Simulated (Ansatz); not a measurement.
```xyz
5

Si   -0.4700    0.4189   -1.2574
C     0.2729   -0.1461    0.2327
Br    2.1012   -0.8342    0.3031
H    -1.7948    0.7647   -0.5258
H    -0.1094   -0.2033    1.2474
```

Geometry: PBE0-D4/def2-TZVPD.

All numbers below come from RKS PBE0-D4/def2-TZVPPD (Ansatz 0.2.0).

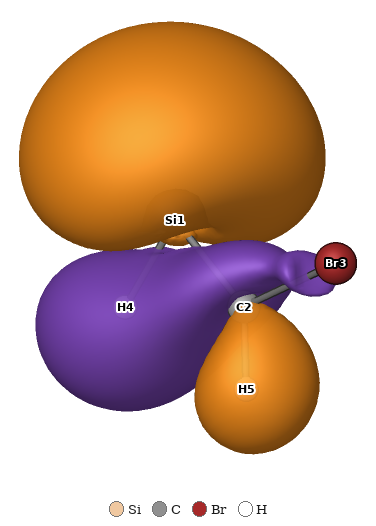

CH₂BrSi (SMILES [SiH-]=CBr) (charge −1). The HOMO−1 at ±0.06 Å⁻³ᐟ² (orange and purple are the two phases), seen at an oblique angle.

### Describe this orbital and give its energy.

It lies mainly on Si1 (about 75 %), H4 (about 10 %) and C2 (about 10 %); it is symmetric in the molecular plane (an in-plane orbital: σ, lone-pair or in-plane π type). Its energy is −1.18 eV.
